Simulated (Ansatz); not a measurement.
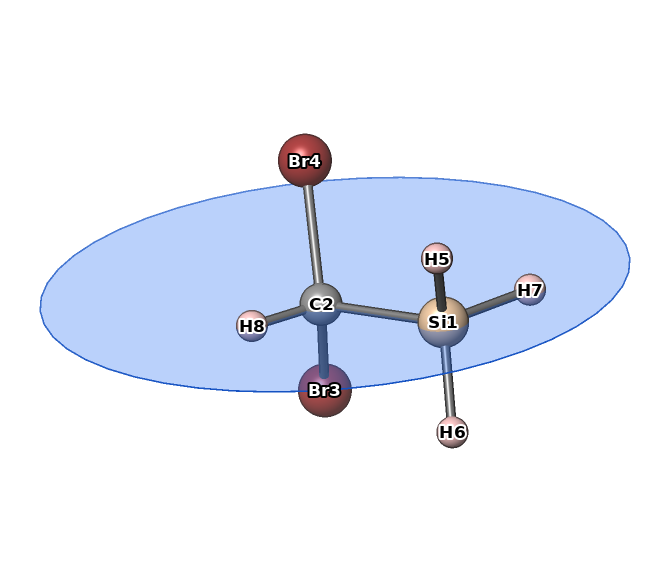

A disc through the centre of mass is drawn in. Distant atoms are faded towards the background colour. Computed geometry: PBE0-D4/def2-TZVP optimisation. No frequency run is at hand to confirm it as a minimum.

### Is the plane of the disc a mirror plane of the structure?

Yes. The reflection leaves Si1, C2, H7, H8 in place and moves Br3 ↔ Br4; H5 ↔ H6. The point group is Cs.
